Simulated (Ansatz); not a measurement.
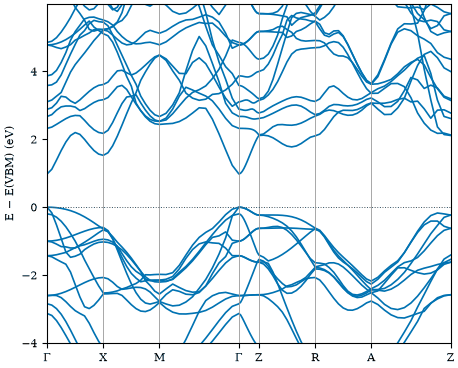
Figure. Band structure from PBE in the plane-wave PAW code Ansatz

### Question
Read off the gap and where the band edges lie.

### Answer
About 1.0 eV (0.98 eV by a search for the band edges); maximum at Γ, minimum at Γ.

### Question
Pick the material that matches.
(A) BP, P4_2/mnm (B on 4f, P on 4g)
(B) Ba2Ti2N3F3, P-4m2 (Pearson symbol tP10)
(C) Zn4Te3S, P-4m2 (Pearson symbol tP8)
(D) AlGa3As4, P-4m2 (Pearson symbol tP8)

### Answer
C, Zn4Te3S, P-4m2 (Pearson symbol tP8)

The start of the workflow was typed in or built on a structure type; neither database checked (COD, Materials Project) lists it. Whether it is the stable phase at ambient conditions was not checked. The PBE relaxation kept the symmetry of its start; whether a distortion lowers the energy is not shown. Spin–orbit coupling is left out wherever it is not named.

Potentials: the earlier of the program's two PAW sets.
